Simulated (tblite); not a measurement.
# Geometry relaxation, with input and output: C4H21ClOSi6 (part 2 of 2)

The same run, continued: C4H21ClOSi6; GFN2-xTB geometry optimisation, gas phase (tblite 0.8.0). 

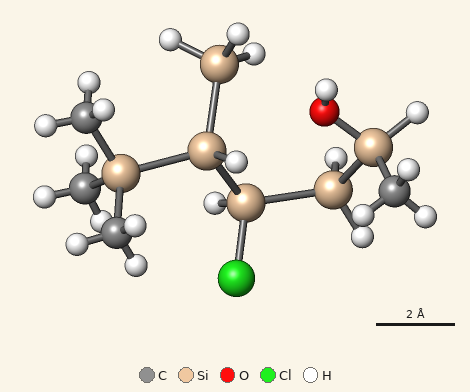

*The geometry at step 242 of the log (ball-and-stick view, seen at a tilt).*

Trajectory as extended XYZ, continued:
```
33
Properties=species:S:1:pos:R:3:forces:R:3 step=121 energy=-1041.98172
C     4.5380   -0.5061    0.9854    0.0020  -0.0020  -0.0020
Si    4.0916    0.6918   -0.4260   -0.0020  -0.0060  -0.0020
O     2.9487    1.7573    0.0699   -0.0110   0.0070   0.0110
Si    2.8698   -0.2884   -2.1200    0.0110  -0.0140  -0.0040
Si    0.7817   -0.9952   -1.3481   -0.0080  -0.0050  -0.0030
Cl    1.1110   -2.6927   -0.2009   -0.0010  -0.0020   0.0040
Si   -0.5143    0.4473   -0.0193   -0.0040  -0.0160  -0.0240
Si   -0.6388    2.5436   -1.0139   -0.0050   0.0200   0.0060
Si   -2.5770   -0.4791    0.6664    0.0220   0.0050   0.0080
C    -2.3247   -2.0382    1.7439    0.0000  -0.0010   0.0010
C    -3.5966   -0.9877   -0.8684   -0.0020  -0.0010  -0.0100
C    -3.6235    0.7802    1.6596   -0.0010   0.0010   0.0010
H     4.9314    0.0122    1.8575   -0.0070  -0.0050  -0.0070
H     5.2891   -1.2244    0.6717   -0.0030   0.0080  -0.0040
H     3.6666   -1.0712    1.3082    0.0040   0.0120  -0.0010
H     5.3234    1.4436   -0.7344   -0.0080  -0.0030   0.0040
H     3.0611    2.3047    0.8427    0.0000   0.0010   0.0000
H     3.6603   -1.3424   -2.7852   -0.0020  -0.0060   0.0050
H     2.5980    0.6622   -3.2132   -0.0080   0.0090  -0.0010
H    -0.0584   -1.5574   -2.4255    0.0010   0.0100  -0.0020
H     0.2739    0.6358    1.2250    0.0060  -0.0020   0.0230
H     0.6479    3.1534   -1.3492   -0.0030  -0.0080  -0.0060
H    -1.3379    3.5198   -0.1706    0.0020  -0.0010   0.0080
H    -1.4086    2.4967   -2.2627    0.0060  -0.0090  -0.0020
H    -1.6882   -2.7554    1.2341   -0.0060   0.0040   0.0010
H    -3.2625   -2.5377    1.9739    0.0050   0.0020   0.0030
H    -1.8430   -1.7927    2.6859   -0.0040   0.0040  -0.0040
H    -3.7872   -0.1375   -1.5162    0.0030   0.0160  -0.0040
H    -3.0747   -1.7359   -1.4566    0.0160  -0.0090  -0.0020
H    -4.5595   -1.4068   -0.5915   -0.0080  -0.0030   0.0030
H    -4.5842    0.3660    1.9534   -0.0020   0.0030   0.0040
H    -3.1120    1.0934    2.5646    0.0050  -0.0060  -0.0020
H    -3.8182    1.6722    1.0715    0.0010  -0.0030  -0.0050
33
Properties=species:S:1:pos:R:3:forces:R:3 step=151 energy=-1041.98597
C     4.5362   -0.4528    0.9785    0.0030  -0.0050   0.0020
Si    4.0124    0.7012   -0.4431    0.0010   0.0040   0.0160
O     2.7911    1.6825    0.0460    0.0040   0.0000   0.0010
Si    2.8692   -0.3648   -2.1386   -0.0130   0.0010  -0.0040
Si    0.7538   -1.0065   -1.3838   -0.0020   0.0010  -0.0010
Cl    1.0004   -2.7619   -0.3062    0.0020  -0.0030  -0.0020
Si   -0.4752    0.4352    0.0072    0.0130   0.0040   0.0030
Si   -0.5813    2.5577   -0.9334   -0.0060  -0.0110  -0.0030
Si   -2.5528   -0.4750    0.6647    0.0020   0.0010   0.0090
C    -2.3273   -2.0177    1.7703    0.0060  -0.0070   0.0000
C    -3.5299   -0.9814   -0.8989    0.0080   0.0040   0.0090
C    -3.6121    0.7836    1.6443   -0.0030   0.0070   0.0000
H     4.8883    0.0962    1.8496   -0.0040  -0.0020  -0.0120
H     5.3374   -1.1182    0.6718   -0.0110   0.0060   0.0020
H     3.7042   -1.0745    1.3016    0.0070   0.0070  -0.0060
H     5.1861    1.5407   -0.7454    0.0050   0.0070   0.0000
H     2.8653    2.2441    0.8132    0.0000   0.0010   0.0010
H     3.6754   -1.4603   -2.7089    0.0080  -0.0060  -0.0020
H     2.6532    0.5298   -3.2914   -0.0010  -0.0050   0.0130
H    -0.1078   -1.4771   -2.4875   -0.0060   0.0000  -0.0010
H     0.3160    0.5580    1.2600   -0.0050  -0.0010  -0.0120
H     0.6940    3.1474   -1.3399   -0.0020  -0.0040   0.0000
H    -1.2134    3.5370   -0.0420    0.0060  -0.0030   0.0040
H    -1.4178    2.5335   -2.1402   -0.0010   0.0100   0.0020
H    -1.6912   -2.7500    1.2831    0.0000  -0.0080  -0.0120
H    -3.2706   -2.5050    2.0031    0.0000   0.0020  -0.0030
H    -1.8524   -1.7548    2.7110   -0.0040  -0.0010   0.0050
H    -3.7084   -0.1243   -1.5421   -0.0040  -0.0080   0.0020
H    -2.9803   -1.7170   -1.4788   -0.0090  -0.0010   0.0050
H    -4.4963   -1.4132   -0.6546    0.0080   0.0030  -0.0030
H    -4.5557    0.3547    1.9705   -0.0030   0.0020  -0.0060
H    -3.0874    1.1281    2.5304   -0.0010   0.0040   0.0010
H    -3.8402    1.6569    1.0410    0.0020   0.0050  -0.0080
33
Properties=species:S:1:pos:R:3:forces:R:3 step=182 energy=-1041.98800
C     4.5368   -0.4168    0.9720   -0.0040   0.0020   0.0000
Si    3.9748    0.7201   -0.4480    0.0080  -0.0050  -0.0050
O     2.7256    1.6635    0.0462    0.0070   0.0020  -0.0080
Si    2.8672   -0.3983   -2.1351    0.0220   0.0000   0.0070
Si    0.7408   -1.0231   -1.4039   -0.0210   0.0070   0.0100
Cl    0.9371   -2.8131   -0.3762    0.0050  -0.0020   0.0040
Si   -0.4568    0.4174    0.0173    0.0090  -0.0030  -0.0130
Si   -0.5558    2.5547   -0.8901    0.0100  -0.0060   0.0070
Si   -2.5398   -0.4750    0.6774    0.0050  -0.0050  -0.0140
C    -2.3308   -2.0254    1.7765   -0.0030   0.0040   0.0010
C    -3.5041   -0.9916   -0.8904   -0.0060  -0.0040  -0.0030
C    -3.6038    0.8100    1.6175    0.0030  -0.0070  -0.0020
H     4.8796    0.1413    1.8406    0.0010   0.0010  -0.0030
H     5.3516   -1.0631    0.6614   -0.0070   0.0000   0.0030
H     3.7204   -1.0564    1.2988    0.0060  -0.0070   0.0060
H     5.1223    1.5939   -0.7542   -0.0040   0.0080  -0.0010
H     2.7870    2.2326    0.8090    0.0030  -0.0020  -0.0020
H     3.6921   -1.5046   -2.6574    0.0020   0.0010   0.0060
H     2.6732    0.4597   -3.3176   -0.0020   0.0130  -0.0030
H    -0.1196   -1.4434   -2.5284   -0.0130   0.0040   0.0010
H     0.3426    0.5161    1.2661    0.0010  -0.0050  -0.0060
H     0.7079    3.1157   -1.3671    0.0010  -0.0050  -0.0060
H    -1.0953    3.5325    0.0615   -0.0020   0.0040   0.0020
H    -1.4659    2.5867   -2.0417   -0.0080   0.0010   0.0050
H    -1.7020   -2.7591    1.2809   -0.0050   0.0040  -0.0020
H    -3.2799   -2.5053    2.0007   -0.0020   0.0000   0.0040
H    -1.8551   -1.7794    2.7213   -0.0050   0.0090   0.0010
H    -3.6715   -0.1436   -1.5482    0.0030   0.0030   0.0040
H    -2.9563   -1.7401   -1.4551    0.0000  -0.0020   0.0040
H    -4.4758   -1.4126   -0.6496   -0.0060  -0.0030   0.0000
H    -4.5596    0.3980    1.9295   -0.0030   0.0000  -0.0010
H    -3.0962    1.1678    2.5082    0.0030  -0.0040  -0.0010
H    -3.8078    1.6729    0.9903    0.0020  -0.0020   0.0030
33
Properties=species:S:1:pos:R:3:forces:R:3 step=212 energy=-1042.00110
C     4.5650   -0.2629    0.9829   -0.0110   0.0100   0.0010
Si    3.8970    0.7772   -0.4661   -0.0020   0.0020  -0.0090
O     2.5713    1.6260    0.0069   -0.0180  -0.0100  -0.0090
Si    2.8999   -0.4565   -2.1467    0.0090  -0.0150   0.0210
Si    0.7312   -1.0488   -1.5008   -0.0140   0.0380  -0.0110
Cl    0.7997   -2.9463   -0.6756    0.0030  -0.0050   0.0080
Si   -0.4077    0.3085    0.0406   -0.0220  -0.0400  -0.0330
Si   -0.4632    2.5133   -0.6866    0.0290   0.0250  -0.0110
Si   -2.5335   -0.5221    0.6338   -0.0240  -0.0220   0.0180
C    -2.4303   -2.0083    1.8317    0.0030  -0.0160   0.0130
C    -3.4967   -1.0948   -0.9166    0.0070   0.0150   0.0170
C    -3.5438    0.8625    1.4871   -0.0080  -0.0100  -0.0060
H     4.9336    0.3544    1.7991    0.0080  -0.0010  -0.0040
H     5.3850   -0.8980    0.6617   -0.0180   0.0000   0.0210
H     3.7900   -0.9072    1.3910    0.0080  -0.0180  -0.0150
H     4.9612    1.7464   -0.7840    0.0070   0.0070  -0.0210
H     2.5817    2.2216    0.7517    0.0200  -0.0070  -0.0100
H     3.7483   -1.5986   -2.5435   -0.0030   0.0340   0.0190
H     2.8091    0.3350   -3.3886   -0.0130  -0.0060   0.0160
H    -0.1456   -1.2792   -2.6681    0.0170  -0.0020  -0.0020
H     0.3916    0.2664    1.2929   -0.0050   0.0010  -0.0020
H     0.5610    2.8635   -1.6725   -0.0060   0.0110   0.0030
H    -0.3520    3.4881    0.4044    0.0250  -0.0070  -0.0050
H    -1.7471    2.8261   -1.3306    0.0060  -0.0180   0.0090
H    -1.8447   -2.8111    1.3945    0.0100  -0.0050  -0.0150
H    -3.4077   -2.4145    2.0782   -0.0100   0.0070  -0.0060
H    -1.9481   -1.7278    2.7633    0.0040   0.0070   0.0070
H    -3.5732   -0.2955   -1.6486    0.0050  -0.0190   0.0020
H    -3.0012   -1.9353   -1.3948   -0.0050   0.0300   0.0040
H    -4.5080   -1.4085   -0.6711    0.0210   0.0010  -0.0070
H    -4.5675    0.5615    1.6903   -0.0030  -0.0020   0.0050
H    -3.0916    1.1457    2.4332   -0.0120   0.0130  -0.0150
H    -3.5807    1.7508    0.8630   -0.0070  -0.0010   0.0170
33
Properties=species:S:1:pos:R:3:forces:R:3 step=242 energy=-1042.01240
C     4.5632   -0.1782    0.9805    0.0010   0.0080   0.0030
Si    3.8597    0.8030   -0.4920   -0.0060  -0.0050  -0.0240
O     2.5052    1.6164   -0.0342   -0.0110   0.0010   0.0030
Si    2.9037   -0.5089   -2.1334   -0.0040   0.0000   0.0080
Si    0.7035   -1.0633   -1.5521    0.0300  -0.0100   0.0020
Cl    0.6905   -2.9914   -0.7917    0.0030   0.0060  -0.0030
Si   -0.4144    0.2633    0.0297   -0.0040   0.0030  -0.0010
Si   -0.3537    2.4982   -0.6031    0.0050  -0.0040   0.0000
Si   -2.5514   -0.5272    0.6425   -0.0050   0.0040  -0.0210
C    -2.4650   -1.9977    1.8616    0.0000  -0.0010  -0.0010
C    -3.4764   -1.1119   -0.9247   -0.0130  -0.0070  -0.0070
C    -3.5842    0.8625    1.4609   -0.0030  -0.0050   0.0050
H     4.8784    0.4695    1.7951    0.0070   0.0050   0.0130
H     5.4262   -0.7648    0.6823    0.0030  -0.0040   0.0050
H     3.8247   -0.8676    1.3821   -0.0080  -0.0010  -0.0080
H     4.8837    1.8061   -0.8400   -0.0010  -0.0140  -0.0020
H     2.5087    2.2247    0.7000    0.0100   0.0090   0.0010
H     3.7809   -1.6527   -2.4520   -0.0180   0.0080   0.0110
H     2.8578    0.2325   -3.4076   -0.0080   0.0000  -0.0070
H    -0.1231   -1.2333   -2.7639   -0.0130   0.0060   0.0000
H     0.4047    0.1369    1.2643    0.0000   0.0040   0.0160
H     0.4817    2.7964   -1.7675    0.0160  -0.0050   0.0070
H     0.0698    3.3990    0.4741    0.0090   0.0080  -0.0080
H    -1.6964    2.9711   -0.9692   -0.0100  -0.0040   0.0070
H    -1.8807   -2.8092    1.4389    0.0080   0.0000  -0.0070
H    -3.4473   -2.3942    2.1047   -0.0090   0.0030  -0.0030
H    -1.9895   -1.7060    2.7933    0.0040   0.0000   0.0030
H    -3.5458   -0.3181   -1.6631    0.0130   0.0020   0.0050
H    -2.9611   -1.9478   -1.3886    0.0080   0.0080  -0.0060
H    -4.4891   -1.4370   -0.7052   -0.0080  -0.0070   0.0150
H    -4.6048    0.5508    1.6648   -0.0020  -0.0100  -0.0080
H    -3.1447    1.1717    2.4044    0.0060   0.0110  -0.0050
H    -3.6316    1.7389    0.8211   -0.0010  -0.0090   0.0060
33
Properties=species:S:1:pos:R:3:forces:R:3 step=273 energy=-1042.01598
C     4.5494   -0.1627    0.9792    0.0050  -0.0020   0.0020
Si    3.8619    0.8051   -0.5099    0.0010   0.0010   0.0080
O     2.5296    1.6524   -0.0466   -0.0010   0.0000  -0.0040
Si    2.8824   -0.5165   -2.1270   -0.0100   0.0030  -0.0020
Si    0.6898   -1.0633   -1.5222    0.0090  -0.0050  -0.0130
Cl    0.6820   -2.9985   -0.7839   -0.0050   0.0030   0.0030
Si   -0.4131    0.2714    0.0623   -0.0040  -0.0040   0.0030
Si   -0.3038    2.4989   -0.5874   -0.0140   0.0100   0.0010
Si   -2.5589   -0.5243    0.6379   -0.0040   0.0020   0.0180
C    -2.4582   -2.0053    1.8438    0.0040   0.0010  -0.0030
C    -3.4775   -1.1079   -0.9332    0.0060   0.0030   0.0030
C    -3.6161    0.8440    1.4613    0.0010   0.0020   0.0020
H     4.8395    0.4903    1.7994   -0.0010   0.0020   0.0010
H     5.4252   -0.7408    0.7028    0.0020  -0.0050  -0.0010
H     3.8091   -0.8592    1.3653    0.0010   0.0030   0.0020
H     4.9042    1.7788   -0.8842    0.0020  -0.0010   0.0020
H     2.5637    2.2747    0.6752   -0.0020   0.0000  -0.0050
H     3.7488   -1.6707   -2.4325   -0.0030   0.0020  -0.0030
H     2.8285    0.2093   -3.4100   -0.0010  -0.0060  -0.0010
H    -0.1578   -1.2122   -2.7238    0.0050  -0.0030   0.0080
H     0.3898    0.1376    1.3077    0.0000   0.0040  -0.0020
H     0.5174    2.7549   -1.7717    0.0050  -0.0030  -0.0050
H     0.1626    3.4124    0.4608   -0.0020   0.0010   0.0020
H    -1.6445    2.9945   -0.9340    0.0050   0.0000   0.0070
H    -1.8636   -2.8053    1.4126   -0.0040   0.0000  -0.0040
H    -3.4365   -2.4150    2.0824    0.0090   0.0050  -0.0020
H    -1.9844   -1.7178    2.7779   -0.0090  -0.0020  -0.0010
H    -3.5787   -0.3005   -1.6527   -0.0030   0.0010  -0.0020
H    -2.9376   -1.9147   -1.4198   -0.0010  -0.0020  -0.0030
H    -4.4763   -1.4717   -0.7089    0.0050   0.0000  -0.0040
H    -4.6193    0.5000    1.6983    0.0050  -0.0040  -0.0050
H    -3.1626    1.1885    2.3858    0.0030  -0.0020  -0.0020
H    -3.7120    1.7054    0.8071   -0.0020  -0.0030   0.0000
33
Properties=species:S:1:pos:R:3:forces:R:3 step=303 energy=-1042.01690
C     4.5465   -0.1695    0.9877   -0.0020   0.0000   0.0030
Si    3.8751    0.7915   -0.5133    0.0000   0.0000  -0.0010
O     2.5518    1.6635   -0.0720   -0.0030   0.0000  -0.0020
Si    2.8745   -0.5201   -2.1261   -0.0010  -0.0040   0.0030
Si    0.6873   -1.0624   -1.5035   -0.0020  -0.0010   0.0050
Cl    0.6821   -2.9837   -0.7275    0.0010   0.0060  -0.0030
Si   -0.4157    0.2887    0.0696   -0.0030  -0.0140  -0.0040
Si   -0.3084    2.5142   -0.5876    0.0020   0.0060   0.0000
Si   -2.5574   -0.5220    0.6417    0.0060   0.0010  -0.0100
C    -2.4575   -2.0152    1.8315    0.0020  -0.0020   0.0000
C    -3.4624   -1.0978   -0.9408    0.0000   0.0010   0.0000
C    -3.6287    0.8306    1.4706    0.0010  -0.0020   0.0000
H     4.8572    0.4900    1.7951    0.0030   0.0030   0.0000
H     5.4062   -0.7738    0.7163   -0.0030   0.0000  -0.0020
H     3.7920   -0.8405    1.3907   -0.0050  -0.0020  -0.0020
H     4.9350    1.7439   -0.8926    0.0010   0.0020  -0.0020
H     2.5884    2.3091    0.6289    0.0040  -0.0030   0.0010
H     3.7324   -1.6736   -2.4565    0.0010   0.0000   0.0030
H     2.7999    0.2141   -3.4029    0.0020   0.0020  -0.0060
H    -0.1636   -1.2366   -2.6988   -0.0010  -0.0020   0.0040
H     0.3885    0.1647    1.3145    0.0030   0.0030   0.0050
H     0.5013    2.7588   -1.7829   -0.0030  -0.0010   0.0010
H     0.1778    3.4302    0.4497    0.0000  -0.0030   0.0020
H    -1.6500    3.0174   -0.9156   -0.0040   0.0000  -0.0010
H    -1.8605   -2.8097    1.3941    0.0030  -0.0020  -0.0060
H    -3.4364   -2.4287    2.0601   -0.0020  -0.0010   0.0000
H    -1.9899   -1.7391    2.7719    0.0000   0.0050   0.0030
H    -3.5794   -0.2818   -1.6481    0.0020   0.0010   0.0020
H    -2.9072   -1.8866   -1.4399    0.0000   0.0010   0.0030
H    -4.4541   -1.4847   -0.7239    0.0020   0.0010  -0.0010
H    -4.6213    0.4667    1.7210   -0.0030   0.0040  -0.0010
H    -3.1705    1.1882    2.3877    0.0000   0.0010   0.0010
H    -3.7497    1.6860    0.8128   -0.0020   0.0000   0.0030
33
Properties=species:S:1:pos:R:3:forces:R:3 step=334 energy=-1042.01728
C     4.5320   -0.1667    0.9866   -0.0010  -0.0010   0.0000
Si    3.8755    0.7894   -0.5242    0.0000   0.0010   0.0010
O     2.5546    1.6694   -0.0913   -0.0020   0.0000  -0.0010
Si    2.8733   -0.5304   -2.1292    0.0010  -0.0010   0.0030
Si    0.6892   -1.0643   -1.4899   -0.0010  -0.0030  -0.0020
Cl    0.6929   -2.9797   -0.6999   -0.0010   0.0020   0.0000
Si   -0.4110    0.2934    0.0785    0.0020   0.0010   0.0010
Si   -0.3143    2.5199   -0.5781   -0.0010  -0.0030   0.0010
Si   -2.5534   -0.5187    0.6418   -0.0030  -0.0010   0.0020
C    -2.4510   -2.0190    1.8223    0.0000   0.0000  -0.0010
C    -3.4481   -1.0862   -0.9492   -0.0010  -0.0010  -0.0010
C    -3.6313    0.8264    1.4747   -0.0010   0.0000   0.0010
H     4.8611    0.4952    1.7846    0.0000   0.0010  -0.0020
H     5.3763   -0.7942    0.7195    0.0000   0.0010   0.0000
H     3.7633   -0.8152    1.3998   -0.0010  -0.0010   0.0000
H     4.9420    1.7335   -0.9057    0.0000   0.0010   0.0000
H     2.5906    2.3098    0.6144    0.0020   0.0010  -0.0020
H     3.7282   -1.6891   -2.4486    0.0010   0.0010   0.0000
H     2.7977    0.1916   -3.4133    0.0020   0.0000   0.0000
H    -0.1706   -1.2490   -2.6771   -0.0010  -0.0020   0.0000
H     0.3919    0.1749    1.3253    0.0000   0.0010  -0.0010
H     0.4775    2.7681   -1.7841    0.0020   0.0000   0.0000
H     0.1853    3.4322    0.4560    0.0000   0.0010   0.0000
H    -1.6615    3.0213   -0.8860    0.0000   0.0020   0.0000
H    -1.8454   -2.8055    1.3820    0.0010   0.0000   0.0020
H    -3.4280   -2.4417    2.0425    0.0000   0.0020  -0.0010
H    -1.9909   -1.7450    2.7671   -0.0010  -0.0020  -0.0010
H    -3.5633   -0.2655   -1.6513    0.0010   0.0010   0.0000
H    -2.8863   -1.8693   -1.4497    0.0000  -0.0010  -0.0020
H    -4.4395   -1.4786   -0.7420   -0.0020   0.0010   0.0030
H    -4.6220    0.4576    1.7256    0.0000  -0.0010  -0.0010
H    -3.1740    1.1846    2.3920    0.0010   0.0000   0.0010
H    -3.7578    1.6827    0.8191    0.0010   0.0000   0.0010
```
